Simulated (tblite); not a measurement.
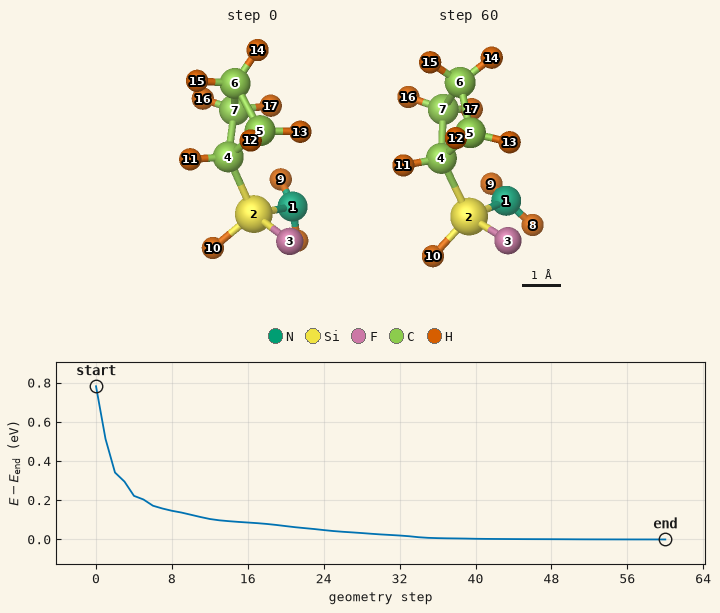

First and last geometry of a relaxation of C$_{4}$H$_{10}$FNSi, with the history of the run. A ball-and-stick model, seen from a free direction.

Theory: tblite 0.8.0, GFN2-xTB geometry optimisation, gas phase. 

**What do the curves and the structures tell?**

It converged. The largest move after the best rigid fit is that of H8, 0.71 Å. Largest moves by element: H 0.71 Å, C 0.26 Å, F 0.22 Å, N 0.17 Å, Si 0.09 Å. Among the contacts that change: Si2–F3 1.707 → 1.615 Å, N1–Si2 1.782 → 1.717 Å, Si2–C4 1.829 → 1.894 Å, N1–H8 1.041 → 1.007 Å. Bond angles that change, for instance: Si2–N1–H8 109.3° → 118.3°, N1–Si2–H10 109.8° → 117.8°, H12–C5–H13 115.9° → 108.8°. Groups turn about N1–Si2 by about 25°. After 60 geometry steps the energy has fallen by 0.782 eV. Cost: 0.29 s on 1 thread of Intel(R) Xeon(R) 6975P-C, with other jobs on the host.
